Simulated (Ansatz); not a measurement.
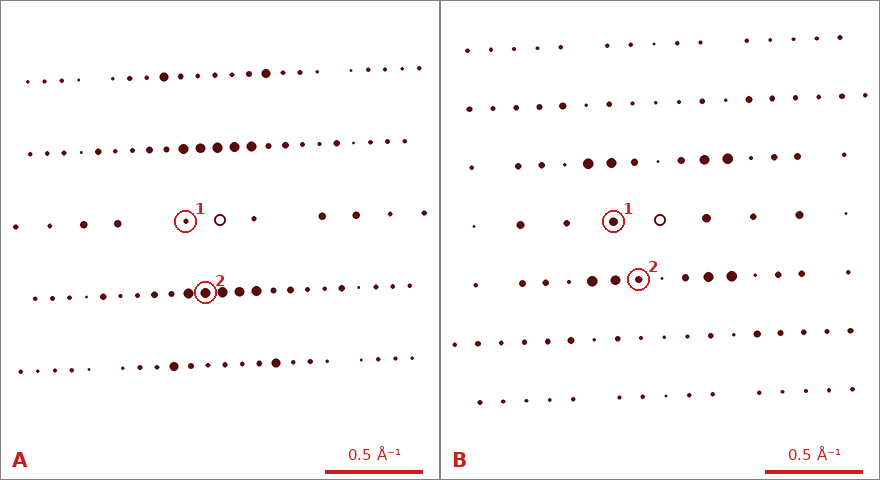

Kinematic electron diffraction patterns (120 kV, B = 0.5 Å², same scale) along [110] of the run's own cell, for the start and the end of one relaxation of CaTl2Pt4 with DFT, PAW plane waves, r2scan (Ansatz). k mesh 6×6×2. The start is a generated model structure, and the relaxation ends in the nearest stationary point of its symmetry, not necessarily the ground state. Spot 1 is 0 0 -2 and spot 2 is -1 1 -1 in both.

Start structure:

```yaml
crystal:
  lattice:
    - [3.58567, 0.00000, 0.00000]
    - [1.79284, -5.94215, 0.00000]
    - [0.00000, 0.00000, -11.29883]
  atoms:
    - { symbol: Tl, position: [0.36520, 0.26960, 0.92750] }
    - { symbol: Tl, position: [0.63480, 0.73040, 0.42750] }
    - { symbol: Tl, position: [0.63480, 0.73040, 0.07250] }
    - { symbol: Tl, position: [0.36520, 0.26960, 0.57250] }
    - { symbol: Ca, position: [0.10760, 0.78480, 0.75000] }
    - { symbol: Ca, position: [0.89240, 0.21520, 0.25000] }
    - { symbol: Pt, position: [0.28700, 0.42600, 0.37200] }
    - { symbol: Pt, position: [0.71300, 0.57400, 0.87200] }
    - { symbol: Pt, position: [0.71300, 0.57400, 0.62800] }
    - { symbol: Pt, position: [0.28700, 0.42600, 0.12800] }
    - { symbol: Pt, position: [0.00000, 0.00000, 0.00000] }
    - { symbol: Pt, position: [0.00000, 0.00000, 0.50000] }
    - { symbol: Pt, position: [0.46100, 0.07800, 0.75000] }
    - { symbol: Pt, position: [0.53900, 0.92200, 0.25000] }
```

Which pattern belongs to the start structure, and which to the relaxed one?

A is the start: its cell gives d(1) = 5.649 Å, d(2) = 2.588 Å and an angle of 76.8°. B is the relaxed structure, with d(1) = 4.132 Å (-26.9 %), d(2) = 3.049 Å (+17.8 %) and 68.3°.

Name reflections whose intensity changes strongly on relaxation.

1 -1 -7 fades out of sight; 0 0 4 comes into sight; 1 -1 0 goes from 100 to 0.15 % of the strongest spot; 2 -2 -3 goes from 56 to 0.35 % of the strongest spot; 0 0 8 goes from 24 to 0.055 % of the strongest spot.

What did the relaxation do to the structure and the energy?

The volume changed by +17.5 % to 20.21 Å³ an atom; with the mean shift removed, the atoms moved by up to 1.04 Å relative to the cell (Pt most); the space group stayed Cmcm (No. 63); the free energy fell by 1100 meV an atom. Relaxed cell: a = 4.020 Å, b = 8.751 Å, c = 8.264 Å, α = 90.00°, β = 90.00°, γ = 76.72°.
